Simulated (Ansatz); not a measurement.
**FGaH₃NO (SMILES [NH2][Ga]([OH])[F]): density, localisation and related maps**

```xyz
7

F     1.2698   -0.6412   -1.5689
Ga    0.8500   -0.5254    0.1368
N     0.3587    1.0686    0.8152
O     1.0210   -1.9964    1.1235
H     0.1083    1.8441    0.2122
H    -0.0488    1.1476    1.7401
H     1.3400   -2.7558    0.6185
```

Geometry: B3LYP-D3(BJ)/def2-SVP.

All numbers below come from isolated molecule in a Gaussian basis; Kohn-Sham density functional theory, functional PBE0 in Ansatz.

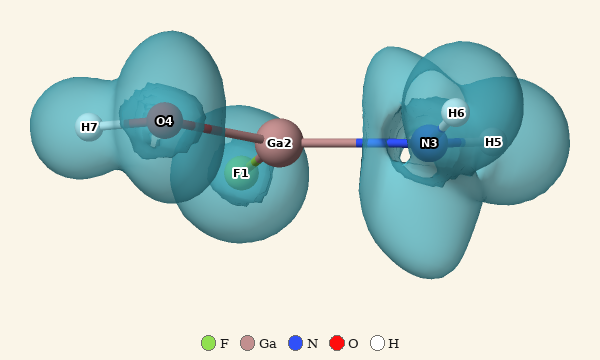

Figure 1. Isosurface of the electron localisation function at 0.75 (cyan), seen from one side. Core shells and regions of very low density are left out.

> Identify the bonds, lone pairs and shells in this picture.

The ELF exceeds this value in one region wrapped around F (its valence shell), one joined region spread over several atoms (H, N), in which their bonds and any lone pairs are merged and one joined region spread over several atoms (H, O), in which their bonds and any lone pairs are merged. Profiles from the grid: Ga–F (1.76 Å): the ELF peaks at about 0.85 in the valence shell of F, 0.6 Å from its nucleus, and is about 0.15 at the midpoint. Ga–O (1.78 Å): the ELF peaks at about 0.85 in the valence shell of O, 0.6 Å from its nucleus, and is about 0.25 at the midpoint.

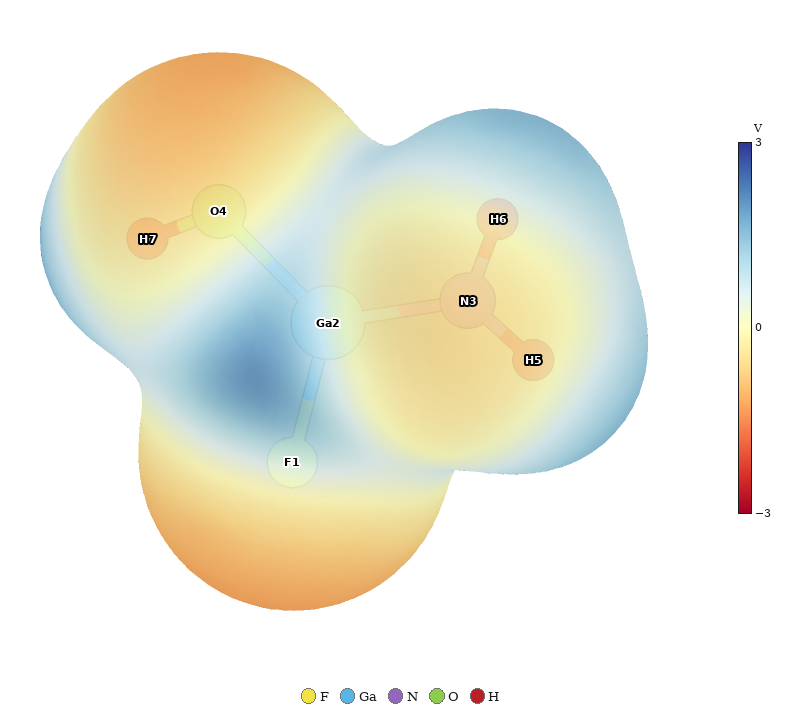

Figure 2. The molecular electrostatic potential painted on the density surface at 0.001 e/bohr³, seen at a tilt; red is negative and blue positive.

> Where is the surface potential most negative and most positive?

The most negative region (about −1.3 V, or −30 kcal/mol for a unit charge) lies over F1, the most positive (about +2.1 V, or +48 kcal/mol for a unit charge) over Ga2.

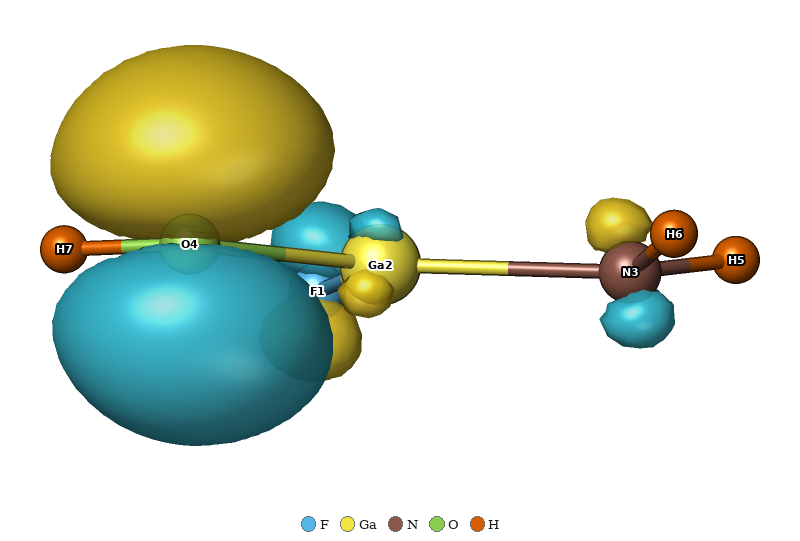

Figure 3. The HOMO−1 at ±0.15 Å⁻³ᐟ² (yellow and cyan are the two phases), seen from one side.

> What is the character of this orbital?

Its weight (Hirshfeld) is mainly on O4 (about 75 %) and Ga2 (about 10 %); largely a lone pair of O4. Its energy is −9.35 eV.
